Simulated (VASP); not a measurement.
Here is the system:

```
CELL_PARAMETERS angstrom
      3.14360     0.00000     0.00000
     -1.57180     2.72244     0.00000
      0.00000     0.00000     7.02315
ATOMIC_POSITIONS crystal
  W  0.00000 0.00000 0.00000
  W  0.00000 0.00000 0.50000
  Si 0.33333 0.66667 0.25000
  Si 0.66667 0.33333 0.75000
```

Level of theory: PBE GGA, VASP's PBE PAW potentials (set 64) (plane waves; VASP). Run with 400 eV cut-off, 13×13×5 Γ-centred mesh, tetrahedra with Blöchl corrections, potentials W_sv Si.

Unless said otherwise, spin-orbit coupling is left out, though it shifts the bands of the heavy elements here.

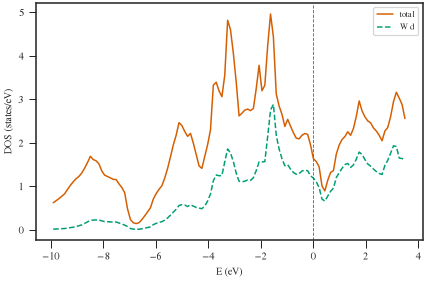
Fig. 1. Total and projected density of states, zero at the Fermi level

Within 2 eV below the Fermi level the largest weight inside VASP's projection spheres is W d.

It has no gap at this level: it comes out as a metal or semimetal.

The structure was generated: WSi was put into the NiAs type type (P6_3/mmc), which need not be its known phase. It was relaxed first, which changed the volume by -39 %.
